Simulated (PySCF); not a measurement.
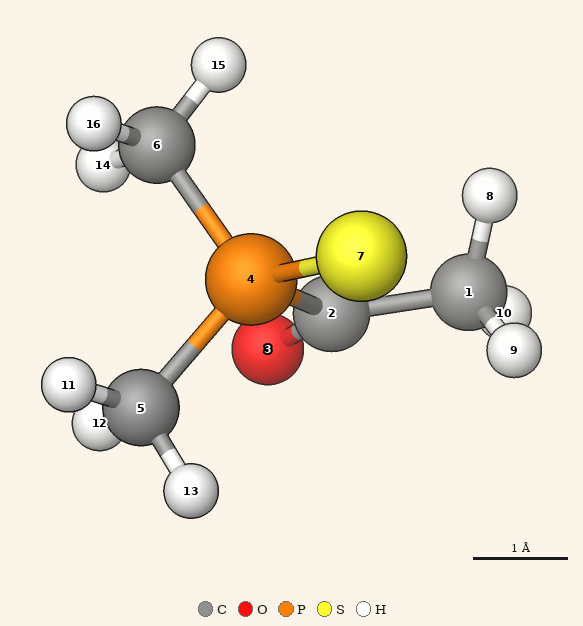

**Figure 1.** The input geometry (ball-and-stick view, seen at a tilt; atoms are numbered from 1 in the order of the input). Bond lengths as drawn: C–C 1.49 Å, C–H 1.10 Å, C–O 1.20 Å, C–P 1.82 to 1.91 Å and P–S 1.95 Å.

## Run report: C₄H₉OPS, NMR shielding calculation

System: C₄H₉OPS.
Method: GIAO wB97X-D/pcSseg-1 NMR shielding, non-relativistic, gas phase (PySCF 2.14.0).

The geometry comes from this level: PBE0-D3(BJ)/def2-SVP. Figures and captions count atoms from 1; the log counts them from 0 in places.

**The program's output**
```
coarse grid: 14264 points
cycle   1  E = -972.2507088741  dE =  1.042e+00  |g| = 9.150e-01  |ddm| = 3.567e+00
cycle   2  E = -972.0308268478  dE =  2.199e-01  |g| = 1.478e+00  |ddm| = 2.119e+00
cycle   3  E = -972.4399330444  dE = -4.091e-01  |g| = 9.635e-02  |ddm| = 1.195e+00
cycle   4  E = -972.4419362960  dE = -2.003e-03  |g| = 5.952e-02  |ddm| = 1.860e-01
cycle   5  E = -972.4426506890  dE = -7.144e-04  |g| = 1.123e-02  |ddm| = 8.100e-02
cycle   6  E = -972.4426919258  dE = -4.124e-05  |g| = 4.271e-03  |ddm| = 1.862e-02
cycle   7  E = -972.4426982345  dE = -6.309e-06  |g| = 1.086e-03  |ddm| = 8.878e-03
final grid: 128064 points
cycle   8  E = -972.5019367248  dE = -1.792e-04  |g| = 6.163e-03  |ddm| = 4.035e-02
cycle   9  E = -972.5019403049  dE = -3.580e-06  |g| = 4.968e-03  |ddm| = 1.212e-02
cycle  10  E = -972.5019461435  dE = -5.839e-06  |g| = 6.825e-04  |ddm| = 6.109e-03
cycle  11  E = -972.5019462789  dE = -1.354e-07  |g| = 3.311e-04  |ddm| = 1.632e-03
cycle  12  E = -972.5019463055  dE = -2.657e-08  |g| = 1.304e-04  |ddm| = 4.132e-04
cycle  13  E = -972.5019463089  dE = -3.427e-09  |g| = 4.577e-05  |ddm| = 1.939e-04
cycle  14  E = -972.5019463095  dE = -6.362e-10  |g| = 1.438e-05  |ddm| = 7.057e-05
```

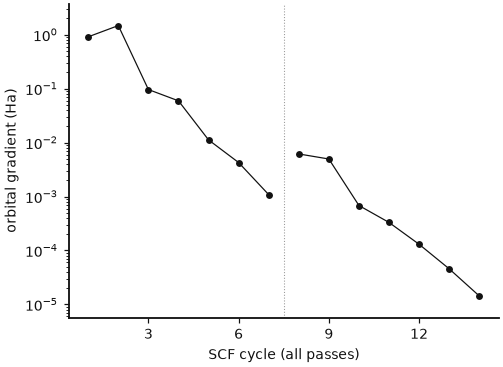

**Figure 2.** Convergence of the self-consistent field: orbital gradient against the SCF cycle. The dotted line marks the change from a coarse to the final integration grid. The first 7 cycles use a coarse grid, the final grid takes over at cycle 8, and the field converges after 14 cycles in all.

```
converged SCF energy = -972.5019463095

GIAO shielding tensors (ppm)
atom      isotropic    diamagn.    paramagn.     s11        s22        s33       span
  0 C      152.093     251.377     -99.284    122.549    153.197    180.535     57.986
  1 C      -42.149     259.442    -301.591   -119.257    -91.421     84.230    203.487
  2 O     -388.578     403.285    -791.863  -1064.132   -448.851    347.249   1411.381
  3 P      291.498     966.671    -675.173    200.635    238.739    435.121    234.486
  4 C      163.824     256.012     -92.188    146.239    157.048    188.185     41.946
  5 C      161.769     256.037     -94.268    144.445    153.248    187.615     43.170
  6 S      737.667    1059.367    -321.700    695.018    744.161    773.822     78.804
  7 H       28.539      29.790      -1.251     24.546     29.516     31.555      7.008
  8 H       28.032      29.379      -1.347     23.159     29.892     31.047      7.889
  9 H       29.310      27.970       1.339     25.779     27.406     34.745      8.966
 10 H       30.115      29.987       0.129     26.795     28.152     35.399      8.604
 11 H       29.456      31.887      -2.431     24.607     27.638     36.122     11.515
 12 H       30.274      30.614      -0.340     26.254     28.415     36.153      9.899
 13 H       30.044      31.942      -1.899     25.490     28.104     36.537     11.047
 14 H       30.121      31.142      -1.021     26.321     28.443     35.601      9.280
 15 H       30.045      30.073      -0.028     26.986     27.777     35.372      8.386
```

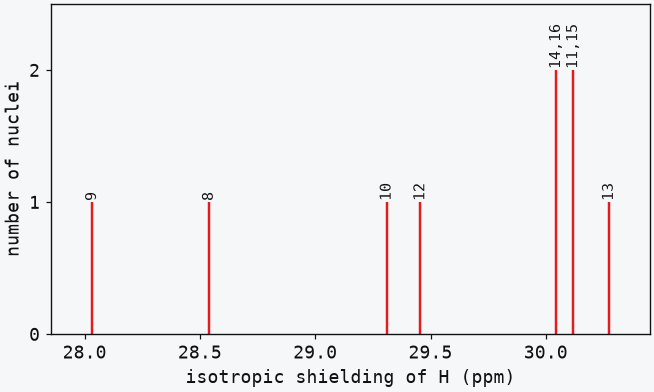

**Figure 3.** Isotropic shieldings of the hydrogen nuclei in this fixed geometry, labelled by atom number; shielding grows to the right, so chemical shift grows to the left. The least shielded is H9 (28.0 ppm), the most shielded H13 (30.3 ppm).

The run was set up as follows.

**Input file**
```
{"job": {"kind": "nmr", "xc": "wB97X-D", "basis": "pcSseg-1", "pop": false}, "charge": 0, "multiplicity": 1}
C      2.372400    -0.372330     0.024083
C      1.023628    -0.307072    -0.609295
O      0.795996    -0.416573    -1.786632
P     -0.457828    -0.008942     0.551836
C     -1.703283    -1.122348    -0.166009
C     -0.971635     1.656832     0.017900
S     -0.088203    -0.211769     2.454413
H      2.559035     0.551590     0.594712
H      2.379577    -1.179579     0.773482
H      3.145471    -0.526653    -0.739320
H     -2.697998    -0.831593     0.199760
H     -1.659667    -1.063113    -1.263078
H     -1.486846    -2.145669     0.169705
H     -1.081550     1.692905    -1.075915
H     -0.215213     2.381691     0.349246
H     -1.925610     1.900134     0.507619
```

The first line tells a small driver script what to run in PySCF; the rest is the geometry in Å.

Launched with:
```bash
OMP_NUM_THREADS=1 python <driver script> task.json out
```

**Results in brief**

| quantity | value |
| --- | --- |
| outcome | converged |
| total energy | −972.501946 hartree |
| HOMO | −8.26 eV |
| LUMO | 0.23 eV |
| dipole moment | 2.35 D |
| isotropic shielding, C | −42.1 to 163.8 ppm |
| isotropic shielding, O | −388.6 ppm |
| isotropic shielding, P | 291.5 ppm |
| isotropic shielding, S | 737.7 ppm |
| isotropic shielding, H | 28.0 to 30.3 ppm |
| hardware | 1 CPU thread, shared host |
| wall time | 48 s |
| peak memory | 0.89 GiB |
